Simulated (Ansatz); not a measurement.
An ideal cubic perovskite cell is held by its symmetry; such compounds can tilt or shift off centre at room temperature. The starting structures come from a database of crystals and need not be the phases stable at ambient conditions.

 Where the default PAW files enter, the runs use the earlier of Ansatz's two default sets.

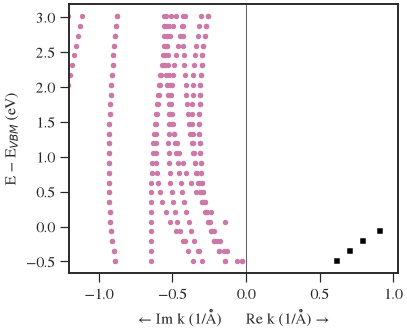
Figure: Complex bands at the centre of the two-dimensional zone; Ansatz (an electronic-structure program) with r2SCAN

No gap correction and no spin-orbit coupling; mid-gap values are interpolated between computed energies.

This is ZrPbO3 (Pm-3m, cubic perovskite, not sure to be the ambient phase, 5 atoms a cell, 14.9 Å³ an atom, -6 GPa at this level) along the normal of (110). Read off the slowest decay at the centre of the two-dimensional zone at 1.33 eV, the computed energy nearest the middle of the gap.

κ ≈ 0.32 1/Å, a decay length 1/(2κ) of the density of 1.6 Å.
